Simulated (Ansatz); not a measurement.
# SiCl3O (SMILES [O][Si](Cl)(Cl)Cl): a chain of runs

Wanted: a series of 8 runs (UHF/STO-3G, UHF/3-21G, UHF/6-31G*) of Cl3OSi. 

The calculation is run with Ansatz 0.2.0.

**1. The structure to begin with**

SiCl3O has 5 atoms, charge 0, and is taken as a doublet. SMILES: `[O][Si](Cl)(Cl)Cl`. The coordinates come from a PBE0-D4/def2-TZVP relaxation. The run starts from this shape.

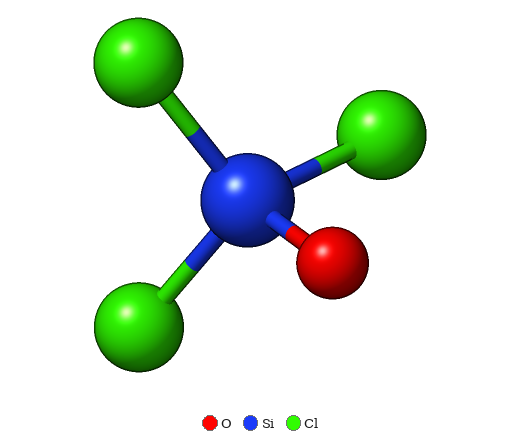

Viewed from a chosen angle; oxygen red, silicon blue, chlorine green.

**2. A geometry optimisation at UHF/STO-3G (start density atoms) (run 1)**

File molecule.yaml:

```yaml
crystal:
  periodic: [false, false, false]
  atoms:
    - {symbol: O, position_ang: [0.815000, -1.070800, 1.039300]}
    - {symbol: Si, position_ang: [0.038600, -0.018800, 0.041000]}
    - {symbol: Cl, position_ang: [-1.536500, 0.855600, 0.950500]}
    - {symbol: Cl, position_ang: [-0.542800, -1.265500, -1.438700]}
    - {symbol: Cl, position_ang: [1.275600, 1.425900, -0.633600]}
basis:
  gaussian:
    orbitals: STO-3G
magnetization:
  spin_polarized: true
  initial_magnetization: 1
hamiltonian:
  xc: hf
relax:
  f_tol: 0.002
output: {orbitals: {seedname: orbitals}}
```

Launch:

```
$ ansatz run molecule.yaml --threads 1 --pin off --max-ram 3480MiB --events-out events.jsonl --progress --plain --runs-dir runs
```

The program printed:

```text
Warning: RAYON_NUM_THREADS=1 ignored (pool sized by the plan → 1); use --threads N
The last accepted step is kept in runs//last_step.txt (removed where the run ends without a failure and the disk answers)
[... 54 lines left out ...]
Total energy: -46894.42648964 eV, -1723.3383873102 hartree
[... 5 lines left out ...]
Dipole moment:     0.135501    -0.162171     0.182069 e Å
```

Wall time 13 s (1 thread of Arm Neoverse V2, shared host); peak memory 0.13 GiB.

Step by step:

```tsv
step	energy from the first frame kept (eV)	largest force (eV/Å)
1	0.0000	2.4321
2	-0.1767	1.7378
3	-0.2235	0.4688
4	-0.2165	0.3312
5	-0.2261	0.0086
6	-0.2262	0.0016
```

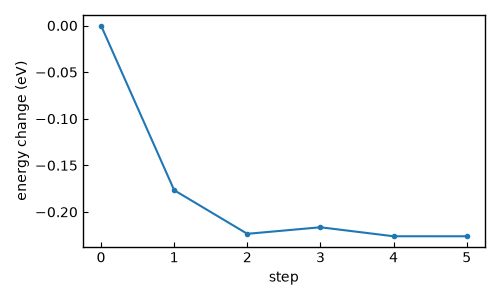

Energy along the run.

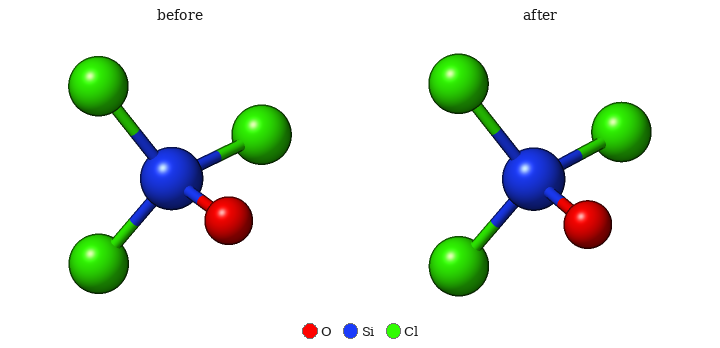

Before and after, at one scale.

After the run. Bond lengths: O1–Si2 1.711 Å, Si2–Cl3 2.072 Å, Si2–Cl4 2.071 Å, Si2–Cl5 2.072 Å. Angles: O1–Si2–Cl3 110.6°, O1–Si2–Cl4 106.8°, O1–Si2–Cl5 110.6°, Cl3–Si2–Cl4 110.2°, Cl3–Si2–Cl5 108.6°, Cl4–Si2–Cl5 110.2°.

**3. Vibrational wavenumbers at UHF/STO-3G (start density atoms) (run 2)**

File in.yaml:

```yaml
crystal:
  periodic: [false, false, false]
  atoms:
    - {symbol: O, position_ang: [0.870739, -1.065646, 1.140843]}
    - {symbol: Si, position_ang: [0.044871, -0.047329, 0.041869]}
    - {symbol: Cl, position_ang: [-1.580461, 0.850363, 0.962479]}
    - {symbol: Cl, position_ang: [-0.592844, -1.247154, -1.521556]}
    - {symbol: Cl, position_ang: [1.307594, 1.436166, -0.665135]}
basis:
  gaussian:
    orbitals: STO-3G
magnetization:
  spin_polarized: true
  initial_magnetization: 1
hamiltonian:
  xc: hf
phonons:
  temperatures:
    t_min: 298.15
    t_max: 298.15
    t_step: 1
```

Launch:

```
$ ansatz run in.yaml --threads 1 --pin off --max-ram 3480MiB --events-out events.jsonl --progress --plain --runs-dir runs
```

The program printed:

```text
Warning: RAYON_NUM_THREADS=1 ignored (pool sized by the plan → 1); use --threads N
[... 170 lines left out ...]
Total energy: -46894.42649014 eV, -1723.3383873287 hartree
[... 5 lines left out ...]
Dipole moment:     0.135501    -0.162170     0.182070 e Å
Vibrations: 74.75 169.28 233.75 237.98 251.67 499.42 715.08 720.79 939.06 cm⁻¹, zero-point energy 0.238160 eV
```

Run time: 26 s. Hardware: 1 thread of Arm Neoverse V2, shared host; peak memory 0.13 GiB.

Runs 3 to 7 aren't shown in full; the table further down has their settings and results.

**4. Vibrational wavenumbers at UHF/6-31G(d) (Cartesian functions, start density atoms) (run 8)**

File molecule.yaml:

```yaml
crystal:
  periodic: [false, false, false]
  atoms:
    - symbol: O
      position_ang: [0.832952, -1.037979, 1.083594]
    - symbol: Si
      position_ang: [0.034965, -0.032847, 0.029522]
    - symbol: Cl
      position_ang: [-1.542101, 0.834219, 0.956734]
    - symbol: Cl
      position_ang: [-0.565509, -1.245552, -1.472367]
    - symbol: Cl
      position_ang: [1.289592, 1.408558, -0.638982]
basis:
  gaussian: {orbitals: "6-31G*"}
magnetization: {spin_polarized: true, initial_magnetization: 1}
hamiltonian: {xc: hf}
phonons: {temperatures: {t_min: 298.15, t_max: 298.15, t_step: 1}}
```

Launch:

```
$ ansatz run molecule.yaml --threads 1 --pin off --max-ram 3480MiB --events-out events.jsonl --progress --plain --runs-dir runs
```

The program printed:

```text
Warning: RAYON_NUM_THREADS=1 ignored (pool sized by the plan → 1); use --threads N
[... 173 lines left out ...]
Total energy: -47412.26300378 eV, -1742.3685282026 hartree
[... 5 lines left out ...]
Dipole moment:    -0.044700     0.065761    -0.055663 e Å
Vibrations: 82.82 178.97 251.63 254.33 272.68 484.46 662.79 669.57 939.42 cm⁻¹, zero-point energy 0.235364 eV
```

It took 80 s on 1 thread of Arm Neoverse V2, shared host; peak memory 0.32 GiB.

**5. The series**

```tsv
run	level	task	walk f tol	partner	energy (Eh)	dipole moment (D)	⟨S²⟩	wall time
1	UHF/STO-3G (start density atoms)	optimise	0.002	base	-1723.338387	1.34	0.757	13 s
2	UHF/STO-3G (start density atoms)	frequencies	–	base	-1723.338387	1.34	0.757	26 s
3	UHF/STO-3G (start density atoms)	energy	–	cation	-1722.965073	–	1.004	6.6 s
4	UHF/STO-3G (start density atoms)	optimise	–	cation	-1723.004836	–	1.000	39 s
5	UHF/3-21G (start density atoms)	optimise	0.002	base	-1733.851714	0.30	0.755	20 s
6	UHF/3-21G (start density atoms)	frequencies	–	base	-1733.851714	0.30	0.755	34 s
7	UHF/6-31G* (Cartesian functions, start density atoms)	optimise	0.002	base	-1742.368528	0.47	0.756	43 s
8	UHF/6-31G* (Cartesian functions, start density atoms)	frequencies	–	base	-1742.368528	0.47	0.756	80 s
```

**6. Summary of results**

| quantity | value |
| --- | --- |
| run 8, UHF/6-31G*: total energy | -1742.36853 Eh |
| run 8, UHF/6-31G*: dipole moment | 0.47 D |
| run 8, UHF/6-31G*: ⟨S²⟩ | 0.756 |
| run 8, UHF/6-31G*: largest force on an atom | 0.000 eV/Å |
| run 8, UHF/6-31G*: lowest harmonic wavenumber | 83 cm⁻¹ |
| run 8, UHF/6-31G*: highest harmonic wavenumber | 939 cm⁻¹ |
| run 8, UHF/6-31G*: zero-point energy | 22.7 kJ/mol |
| vertical ionisation energy (to the singlet cation) | 10.158 eV |
| adiabatic ionisation energy (to the singlet cation, no zero-point term) | 9.076 eV |

The vertical ionisation energy comes to 10.16 eV (234 kcal/mol). Only the singlet of the ionised species was computed; a triplet could lie lower. Its partner is spin-contaminated (⟨S²⟩ = 1.00 against 0.00), so the difference is in doubt. In a minimal basis such a difference can be off by several eV, whatever the method. The adiabatic ionisation energy (to the singlet cation, no zero-point term) is 9.08 eV (209 kcal/mol). In runs 1, 2, 3, 4 the basis is minimal, so the values are rough. Spin contamination of the reference: run 3 ⟨S²⟩ = 1.00, run 4 ⟨S²⟩ = 1.00. Where it is this large, the reference is a mixture of spin states, and values that rest on it are in doubt. All runs together took 4.4 min, the longest 80 s.
